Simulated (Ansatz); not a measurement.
**H2O (water): FCI/6-31G(d) (spherical functions)**

What is the electronic atomisation energy of H2O (water) at FCI/6-31G* (spherical functions)? 

The results are computed with Ansatz 0.2.0.

67 further runs of the same task are left out: 1 that didn't finish, 66 set aside as unsound or not needed.

## Step 1: The system as given

H2O: 3 atoms, total charge 0, spin state singlet. As SMILES, `O`. The shape is that of a PBE0-D4/def2-TZVP optimisation.

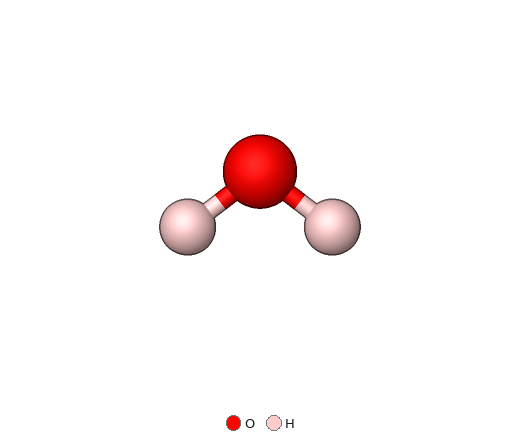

Viewed from a chosen angle; oxygen red, hydrogen pink.

## Step 2: The energy at FCI/6-31G(d) (spherical functions)

The input, input.yaml:

```yaml
crystal:
  periodic: [false, false, false]
  atoms:
    - {symbol: O, position_ang: [-0.302700, 0.200200, -0.140600]}
    - {symbol: H, position_ang: [0.466500, 0.548400, 0.315300]}
    - {symbol: H, position_ang: [-0.163800, -0.748600, -0.174700]}
basis:
  gaussian:
    orbitals: 6-31G_st_-spherical.json
correlation:
  method: fci
  frozen_orbitals: {H: 0, O: 1}
accuracy: high
```

The basis set 6-31G* is read from a file made from the Basis Set Exchange's data (not shown).

Command:

```bash
ansatz run input.yaml --threads 1 --pin off --max-ram 2610MiB --events-out events.jsonl --progress --plain --runs-dir runs
```

Standard output:

```text
Warning: RAYON_NUM_THREADS=1 ignored (pool sized by the plan → 1); use --threads N
Functional definition: HF
  name "HF"
  exchange = exact_x
  correlation = 0
301 factors; integrals over basis functions are off by at most 3.8e-9 eV
mean field evaluation 1: about -2066.7612 eV, gradient 2.9e1 eV
mean field evaluation 2: about -2066.7626 eV, gradient 2.9e1 eV
mean field evaluation 4: about -2068.3054 eV, gradient 1.4e0 eV
mean field evaluation 8: about -2068.3115 eV, gradient 5.7e-4 eV
mean field -2068.31148462 eV, -76.0090451078 hartree, gradient 2.1e-8 eV, S^2 0.000000; 0 other end points of the search recorded, 0 dependent functions left out
1 core orbitals not correlated: weight in the atoms' cores, before any rotation towards them, 1.000 or more for the frozen orbitals, at most 0.000 for the correlated occupied ones
reference -2068.31148462 eV, -76.0090451078 hartree; 4, 4 occupied and 13, 13 virtual orbitals, 301 factors
state -2073.65521496 eV, -76.2054235759 hartree
Total energy: -2073.65521496 eV, -76.2054235759 hartree
```

Wall time 15 s (1 thread of Arm Neoverse N1, shared host); peak memory 0.31 GiB.

## Step 3: The H atom: the energy at UHF/6-31G(d) (spherical functions)

The input, input.yaml:

```yaml
crystal:
  periodic: [false, false, false]
  atoms:
    - {symbol: H, position_ang: [0.000000, 0.000000, 0.000000]}
basis:
  gaussian:
    orbitals: "6-31G*"
magnetization:
  spin_polarized: true
  initial_magnetization: 1
hamiltonian:
  xc: hf
accuracy: high
```

Run the same way, it converges to -0.49823 Eh (log not shown).

## Step 4: The O atom

The input, in.yaml:

```yaml
crystal:
  periodic: [false, false, false]
  atoms:
    - {symbol: O, position_ang: [0.000000, 0.000000, 0.000000]}
basis:
  gaussian: {orbitals: 6-31G_st_-spherical.json}
magnetization: {spin_polarized: true, initial_magnetization: 2}
accuracy: high
correlation: {method: fci, frozen_orbitals: {O: 1}}
```

The basis set 6-31G* is read from a file made from the Basis Set Exchange's data (not shown).

Command:

```bash
ansatz run in.yaml --threads 1 --pin off --max-ram 2610MiB --events-out events.jsonl --progress --plain --runs-dir runs
```

Standard output:

```text
Warning: RAYON_NUM_THREADS=1 ignored (pool sized by the plan → 1); use --threads N
[... 4 set-up lines as earlier in the session ...]
96 factors; integrals over basis functions are off by at most 1.3e-9 eV
mean field evaluation 1: about -2034.7378 eV, gradient 6.8e0 eV
mean field evaluation 2: about -2034.7385 eV, gradient 6.8e0 eV
mean field evaluation 4: about -2034.9512 eV, gradient 5.8e-1 eV
mean field evaluation 8: about -2034.9540 eV, gradient 4.8e-6 eV
mean field evaluation 16: about -2034.9540 eV, gradient 7.9e-8 eV
mean field -2034.95402066 eV, -74.7831809179 hartree, gradient 8.0e-8 eV, S^2 2.005533; 3 other end points of the search recorded, 0 dependent functions left out
mean field evaluation 32: about -2034.8191 eV, gradient 5.5e-1 eV
1 core orbitals not correlated: weight in the atoms' cores, before any rotation towards them, 1.000 or more for the frozen orbitals, at most 0.000 for the correlated occupied ones
reference -2034.81904727 eV, -74.7782207373 hartree; 4, 2 occupied and 9, 11 virtual orbitals, 96 factors
state -2037.99374099 eV, -74.8948885797 hartree
Total energy: -2037.99374099 eV, -74.8948885797 hartree
```

It took 1.4 s on 1 thread of Arm Neoverse N1, shared host.

## Step 5: Outcome

At FCI/6-31G* (spherical functions), 1 core orbital frozen:

| quantity | value |
| --- | --- |
| molecule: total energy | -76.20542 Eh |
| molecule: correlation energy (1 core orbital frozen) | -196.4 mEh |
| H atom: total energy | -0.49823 Eh |
| H atom: ⟨S²⟩ | 0.750 |
| O atom: total energy | -74.89489 Eh |
| O atom: correlation energy (1 core orbital frozen) | -116.7 mEh |
| electronic atomisation energy | 8.546 eV |

In words: Taking the molecule apart into free atoms costs 8.55 eV (197 kcal/mol), before zero-point energy and without spin-orbit coupling.
